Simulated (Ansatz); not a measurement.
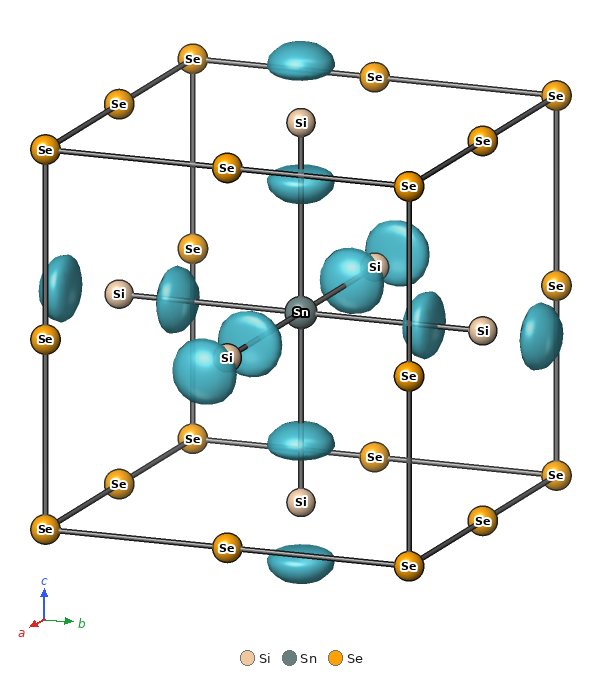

*Si₃SnSe₄. Isosurface of the ELF at 0.85 (cyan), seen slightly off an axis. Only the valence region is drawn (cores and ρ < 0.01 e/Å³ removed). Sticks mark near contacts.*

Space group Pm-3m; a structure generated by program, which may or may not match a known phase.

The calculation used Ansatz, DFT PBE, scalar-relativistic, plane waves, PAW.

**Describe the localisation domains.**

The ELF exceeds this value in six lobes of the valence shell of Si pointing towards Sn (polar bonds), counted in one cell of 8 atoms. Regions shared between cells count once. Profiles from the grid: Si–Sn (2.77 Å): the ELF peaks at about 0.90 in the valence shell of Si, 0.9 Å from its nucleus, and is about 0.65 at the midpoint. Se–Se (2.77 Å): the ELF is about 0.45 at the midpoint.
